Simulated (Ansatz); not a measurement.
# CH5OSi (doublet): what the fields show

The calculation's input:

```
crystal:
  periodic: [false, false, false]
  atoms:
    - { symbol: C, position_ang: [-0.8326, 0.4909, -0.7444] }
    - { symbol: Si, position_ang: [0.6084, 0.0305, 0.1153] }
    - { symbol: O, position_ang: [0.2048, -0.7388, 1.5168] }
    - { symbol: H, position_ang: [-0.9309, 0.2859, -1.801] }
    - { symbol: H, position_ang: [-1.6173, 1.1259, -0.2583] }
    - { symbol: H, position_ang: [1.4501, 1.2293, 0.4125] }
    - { symbol: H, position_ang: [1.3966, -0.9118, -0.7241] }
    - { symbol: H, position_ang: [-0.187, -1.5689, 1.4273] }
basis:
  gaussian:
    orbitals: def2-TZVPP
hamiltonian:
  xc: r2scan
magnetization:
  spin_polarized: true
  initial_magnetization: 1.0
output:
  orbitals: {}
```

Run with:

```sh
python energy_ch5osi.py
```

Computed with SCF r2SCAN, Gaussian basis (Ansatz).

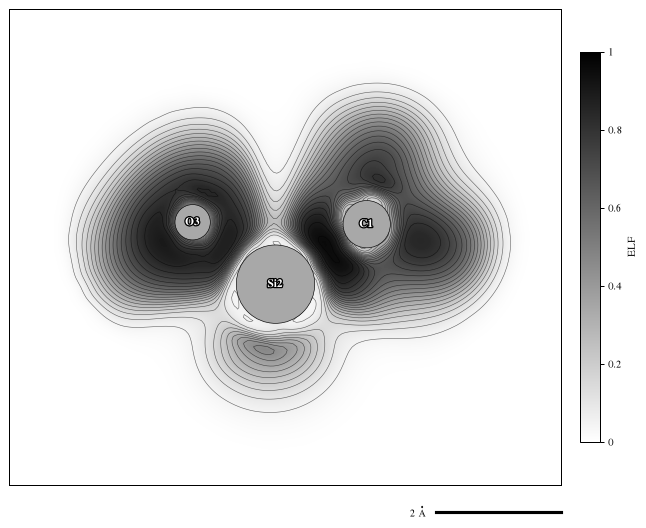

Figure 1. ELF on the plane of atoms C1, Si2 and O3. Grey discs cover the atomic cores.

> Read the bonding off the picture.

The plane passes through C, Si and O nuclei. Si–O (1.65 Å): the ELF peaks at about 0.85 between the atoms: a polar covalent bond. C–Si (1.74 Å): the ELF peaks at about 0.95 between the atoms; a covalent bond. The ELF also peaks beside O3, away from the bonds: non-bonding electrons, paired or unpaired.

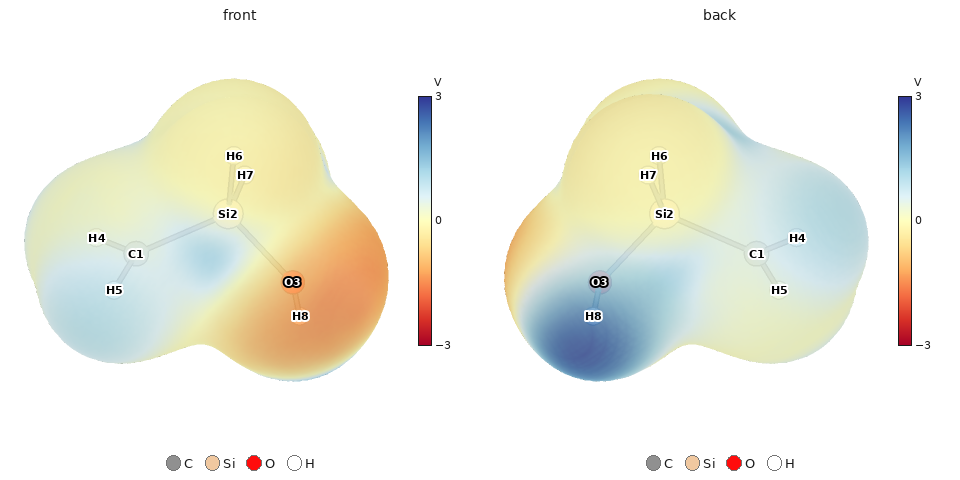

Figure 2. The electrostatic potential painted on the density surface at 0.002 e/bohr³, seen from the front and from behind; the colour scale runs from red (negative) to blue (positive).

> Describe the electrostatic potential map.

The most negative region (about −1.4 V) lies over O3, the most positive (about +2.6 V) over H8. O3 is the likeliest acceptor of a hydrogen bond.

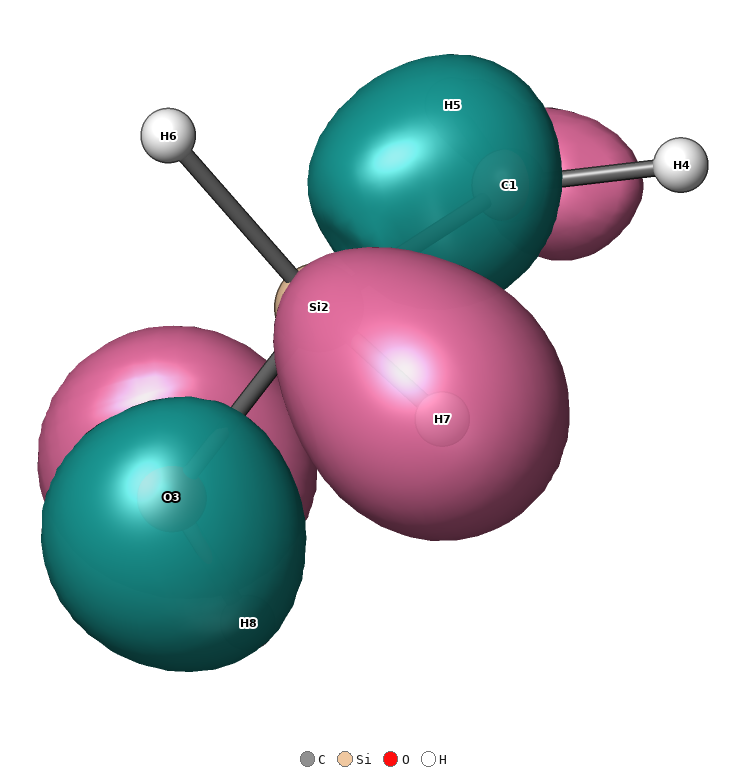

Figure 3. The HOMO−1 (α) at ±0.15 Å⁻³ᐟ² (teal and pink are the two phases), seen at an oblique angle.

> Where does this orbital lie, and at what energy?

By Hirshfeld shares it lies mainly on O3 (about 50 %), Si2 (about 15 %), H7 (about 15 %) and C1 (about 15 %). Its energy is −7.61 eV.
